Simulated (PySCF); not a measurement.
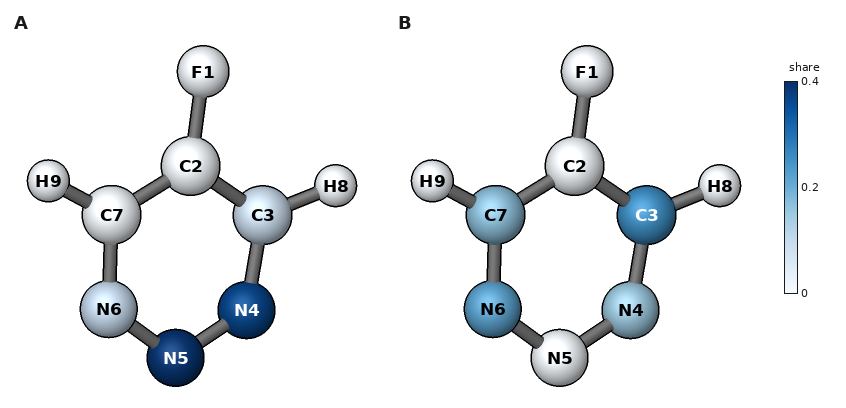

Each panel colours the atoms by their Löwdin share in one orbital (up to four of the largest shares; other atoms are shown as zero). Geometry: a frame of a GFN2-xTB molecular-dynamics simulation, not a minimum. Computed with PBE0/def2-SVPD (PySCF 2.14.0).

**The panels show the HOMO, LUMO, in some order. Which is which?**

A: HOMO, −7.62 eV; N5 0.39, N4 0.37, N6 0.10, C3 0.08
B: LUMO, −2.28 eV; C3 0.26, N6 0.22, C7 0.17, N4 0.15
